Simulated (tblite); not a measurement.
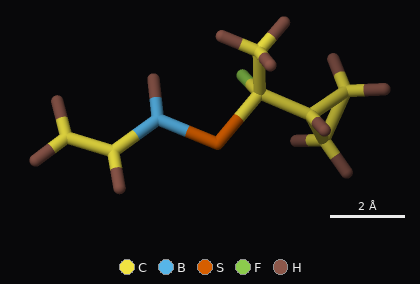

*The input geometry (stick view, seen at a tilt).*

Bond lengths as drawn: B–C 1.54 Å, B–H 1.17 Å, B–S 1.77 Å, C–C 1.33 to 1.52 Å, C–F 1.38 Å, C–H 1.08 to 1.09 Å and C–S 1.87 Å.

# Frequency calculation of C$_{7}$H$_{12}$BFS

- system: C$_{7}$H$_{12}$BFS
- method: GFN2-xTB harmonic vibrations, gas phase (tblite 0.8.0)

It belongs to a series of runs on one base structure; here: H on C replaced by cPr.

**What the program printed**
```
mode    cm-1     km/mol
  1      37.3      0.83
  2      61.0      0.46
  3      82.9      0.54
  4      96.3      0.48
  5     121.8      0.67
  6     169.8      0.72
  7     200.5      0.23
  8     218.6      0.56
  9     240.3      2.76
 10     269.4      0.59
 11     315.9      2.79
 12     355.4      3.63
 13     378.4      2.96
 14     431.1      1.17
 15     499.7      3.42
 16     521.7      3.34
 17     641.4     10.09
 18     713.1     77.96
 19     790.2     16.99
 20     799.3     21.50
 21     805.6      8.25
 22     856.5      2.42
 23     914.4     39.89
 24     926.4     12.84
 25     926.5      8.10
 26     992.8      6.43
 27    1013.8      5.75
 28    1037.9     11.70
 29    1043.6     13.44
 30    1071.3    128.06
 31    1074.1      0.98
 32    1078.9     92.14
 33    1079.7      5.45
 34    1084.6     34.21
 35    1093.7      3.88
 36    1117.3     44.73
 37    1152.9      0.19
 38    1200.4     27.80
 39    1247.5      0.37
 40    1300.2      7.01
 41    1375.2      5.24
 42    1391.3     16.56
 43    1412.8      5.99
 44    1433.8      0.30
 45    1467.9      3.27
 46    1474.2      5.70
 47    1486.8      0.09
 48    1640.5     46.20
 49    2654.0     71.30
 50    3023.0     17.17
 51    3027.5     35.78
 52    3038.1      8.19
 53    3054.5      6.94
 54    3066.0     20.07
 55    3078.9     32.03
 56    3093.4     22.78
 57    3098.7     14.47
 58    3102.0      2.75
 59    3103.8     47.83
 60    3119.7     42.41
```

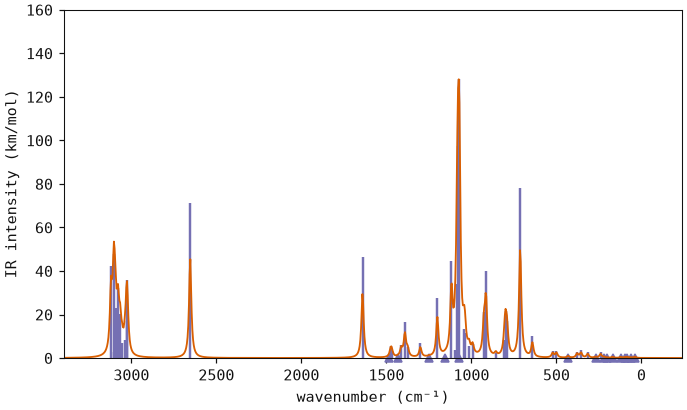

*Harmonic infrared spectrum, unscaled: sticks (degenerate modes added up, dark ones marked on the axis) with a Lorentzian envelope of 16 cm⁻¹ full width, scaled to the tallest stick.*

60 modes from 37 to 3120 cm⁻¹, none imaginary. The strongest line is at 1071 cm⁻¹ (128 km/mol).

This output came from the following input.

**The input**
```
{"job": {"kind": "ir", "xc": "GFN2-xTB", "basis": "xTB"}, "charge": 0, "multiplicity": 1}
C      4.601397     0.021400    -0.454894
C      3.425020     0.636629    -0.573585
B      2.082697     0.021794    -0.119098
S      0.612901     0.982499    -0.341230
C     -0.742157    -0.104247     0.347409
C     -0.649818    -0.151832     1.863436
F     -0.555206    -1.377535    -0.144250
C     -2.065156     0.437793    -0.137414
C     -3.246067    -0.481030    -0.253981
C     -2.588648     0.053412    -1.488120
H      5.529590     0.468900    -0.776072
H      4.677219    -0.965479    -0.026235
H      3.425050     1.628189    -1.015093
H      2.012191    -1.041320     0.361094
H     -1.452260    -0.774012     2.256600
H      0.305965    -0.573878     2.166582
H     -0.741841     0.852384     2.267213
H     -2.234622     1.450737     0.202910
H     -4.216677    -0.103186     0.027940
H     -3.094548    -1.522901    -0.017225
H     -1.996436    -0.629336    -2.077472
H     -3.099002     0.805043    -2.069365
```

The first line tells a small driver script what to run in tblite; the rest is the geometry in Å.

Run as:
```bash
OMP_NUM_THREADS=1 python <driver script> task.json out
```

**Summary**

- outcome: converged
- total energy: −824.0098 eV
- zero-point energy: 108.7970 kcal/mol
- hardware: 1 CPU thread, shared host
- wall time: 0.92 s
- peak memory: 0.18 GiB
